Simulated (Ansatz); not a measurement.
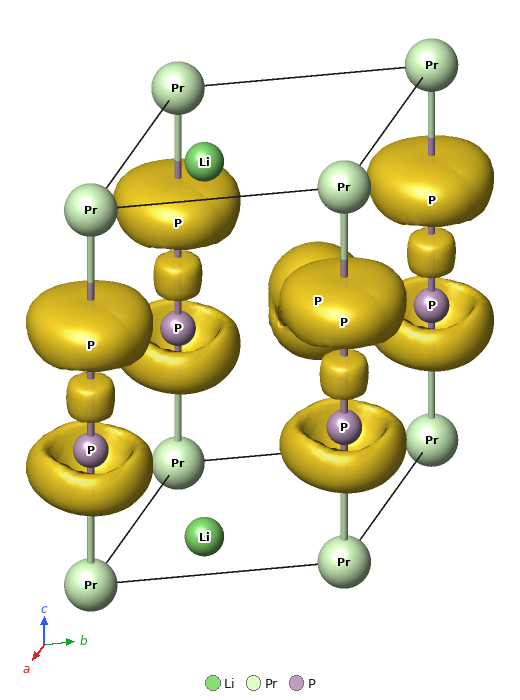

The picture shows: LiPrP$_{3}$. Isosurface of the ELF at 0.8 (yellow), seen at an oblique angle. Core shells and regions of very low density are left out. Sticks mark near contacts.

Space group P-6m2; a structure generated by program, which may or may not match a known phase; computed without spin polarisation; no Hubbard U on the f states and no spin–orbit coupling.

All numbers below come from DFT PBE, scalar-relativistic, plane waves, PAW; 4f electrons in the core of a trivalent norm-conserving potential in Ansatz 0.2.0.

In a pseudopotential calculation such maps are meaningful between the atoms, not at the nuclei.

Input

```
crystal:
  lattice:
    - [4.4454081827, 0.0, 0.0]
    - [-2.2227040913, 3.8498364164, 0.0]
    - [0.0, 0.0, 7.5159245612]
  atoms:
    - { symbol: Li, position: [0.6666666667, 0.3333333333, 0.0] }
    - { symbol: Pr, position: [0.0, 0.0, 0.0] }
    - { symbol: P, position: [0.3333333333, 0.6666666667, 0.5] }
    - { symbol: P, position: [0.0, 0.0, 0.6406458955] }
    - { symbol: P, position: [0.0, 0.0, 0.3593541045] }
basis:
  ecutwfc: 660
kpoints:
  mp_grid: { grid: [12, 12, 6] }
hamiltonian:
  xc: pbe
  pseudopotentials:
    kind: paw
    azcp: { Pr: "pseudopotentials/pbe/nc/lanthanide_3plus/Pr.nc.azcp" }
scf:
  occupations: { method: gaussian, width: 0.1 }
output:
  forces: true
  stress: true
  eigenvalues: true
  write_density: true
  write_potential: true
  elf: true
  volumetric_format: npy
relax:
  adjacent_minimum: "off"
  f_tol: 0.01
  max_steps: 80
  cell: { stress_tol: 0.05 }
```

Run with:

```sh
ansatz run input.yaml --threads 1 --pin off --max-ram 2560MiB --backend cpu --events-out ev --progress --plain --runs-dir out
```

Below, planes, directions and counts refer to the conventional cell (a = 4.47 Å, b = 4.47 Å, c = 7.52 Å, α = 90.00°, β = 90.00°, γ = 120.00°).

The fields are those of the run's last geometry, not of the input's.

**Identify the bonds, lone pairs and shells in this picture.**

At this value the surface marks out one region between bonded P–P atoms and three regions wrapped around P (the valence shell of each), counted in one cell of 5 atoms. Any copies at cell faces, edges or corners count once. Along the contacts the grid gives the following. P–P (2.11 Å): the ELF peaks at about 0.90 between the atoms. Li–Pr (2.58 Å): the ELF is about 0.35 at the midpoint.
